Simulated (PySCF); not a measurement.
C₃H₈O₂Si, SMILES COC[SiH2]C=O at its GFN2-xTB optimised geometry (Å):

```
14

C      2.0491     1.7274     0.0038
O      1.4666     0.4496     0.0212
C      0.0521     0.4823    -0.0239
Si    -0.5223    -1.3300     0.0000
C     -2.4494    -1.3300     0.0000
O     -3.1271    -0.3338     0.0000
H      3.1271     1.5828     0.0432
H      1.7272     2.3217     0.8685
H      1.7854     2.2708    -0.9125
H     -0.2858     1.0082    -0.9293
H     -0.3416     1.0491     0.8329
H     -0.0889    -2.0197     1.2165
H     -0.0893    -2.0536    -1.1973
H     -2.9523    -2.3217     0.0019
```

Level of theory: PBE/def2-TZVP in PySCF.

Map of the log10 of the electron density (e/bohr³), floored at −4 on the plane z = 1.2 Å:

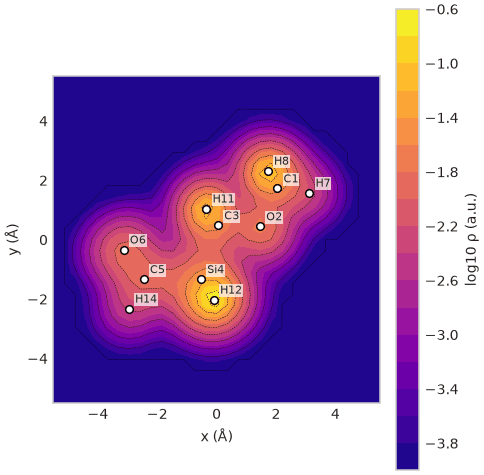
*Log10 of the electron density (e/bohr³), floored at −4 on the plane z = 1.2 Å.*
